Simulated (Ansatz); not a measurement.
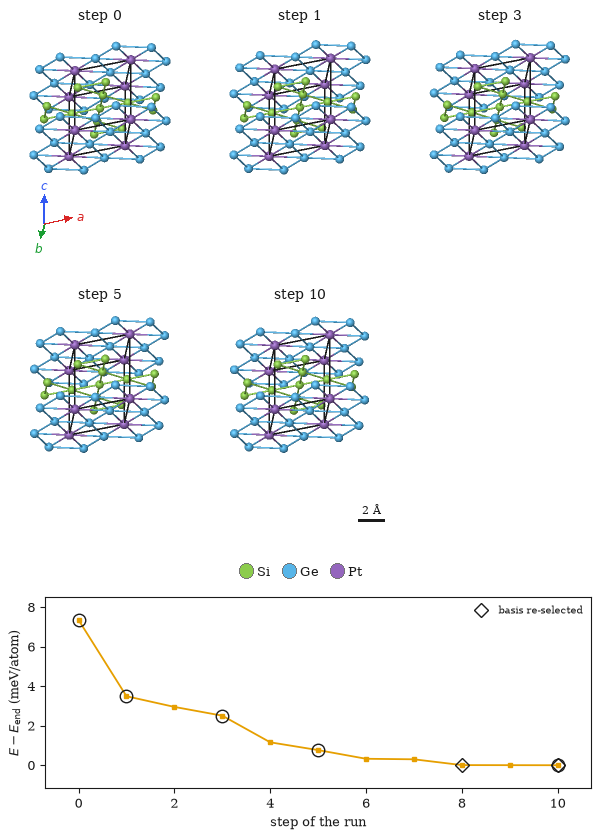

Frames of a relaxation of solid Si₃Ge₂Pt (a generated structure, set up in P6/mmm), marked on the history of the run. Style: ball-and-stick. Shown: the cell of the calculation, from a free direction.

The calculation used Ansatz 0.2.0, DFT PBE, scalar-relativistic, plane waves, PAW. Settings: plane-wave cutoff 420 eV; k-point mesh 12 × 12 × 8; occupations gaussian; smearing width 0.1 eV; no spin polarisation; cell and atoms relaxed; force threshold 0.01 eV/Å; at most 80 steps.

Describe the path.

Answer. The energy falls by 7.4 meV per atom in 8 accepted moves (10 points after the start). All forces vanish by symmetry, so only the cell relaxes. The pressure goes from 0.25 to 0.00 GPa. At 2 points the geometry stayed and the basis and grid were re-selected for the new cell (energy shift of 0.3 meV per atom at most each time). No atom moves by more than 0.005 Å relative to the cell. Cell: a = b 4.858 → 4.776 Å (−1.7 %), c 5.188 → 5.571 Å (+7.4 %). Volume +3.8 %. Near-neighbour distances that change, for instance: Ge–Pt 2.805 → 2.758 Å, Ge–Ge 2.805 → 2.758 Å, Si–Si 2.429 → 2.388 Å. The space group stays P6/mmm (No. 191). The run took 110 s on 1 thread of Intel(R) Xeon(R) 6975P-C (Granite Rapids) (shared host), peak memory 0.65 GiB. From step 0 to 1: volume +2.1 %, energy −3.9 meV per atom. From step 1 to 3: volume −0.5 %, energy −1.0 meV per atom. From step 3 to 5: volume +3.0 %, energy −1.7 meV per atom. From step 5 to 10: volume −0.9 %, energy −0.8 meV per atom.
